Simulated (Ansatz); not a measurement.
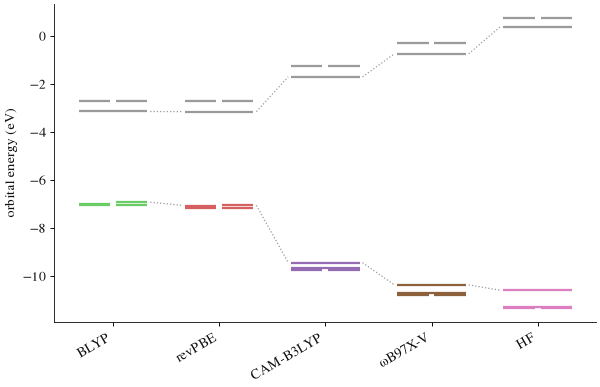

Frontier orbital energies of BiBr₃, SMILES [Br][Bi]([Br])[Br], singlet at one geometry, def2-TZVPP, the Ansatz code, at a PBE0-D4/def2-TZVP geometry (a minimum by its frequencies). Empty levels are grey, levels within 0.1 eV stand side by side; all columns show the same few orbitals around the gap. Dotted lines join the HOMOs and the LUMOs.

How do the frontier levels move from column to column?

Answer. The separation grows from 3.78 eV (BLYP) to 10.99 eV (HF).

| level | HOMO (eV) | LUMO (eV) | separation (eV) |
| --- | --- | --- | --- |
| BLYP | −6.94 | −3.16 | 3.78 |
| revPBE | −7.07 | −3.17 | 3.90 |
| CAM-B3LYP | −9.46 | −1.72 | 7.74 |
| ωB97X-V | −10.39 | −0.76 | 9.62 |
| HF | −10.61 | 0.37 | 10.99 |

Caveats, for all or some of the runs: core potentials past krypton; empty levels above zero depend strongly on the basis; no scalar relativity up to krypton; spin-orbit coupling is left out, and with Br and Bi it can shift these levels and split any degenerate set.
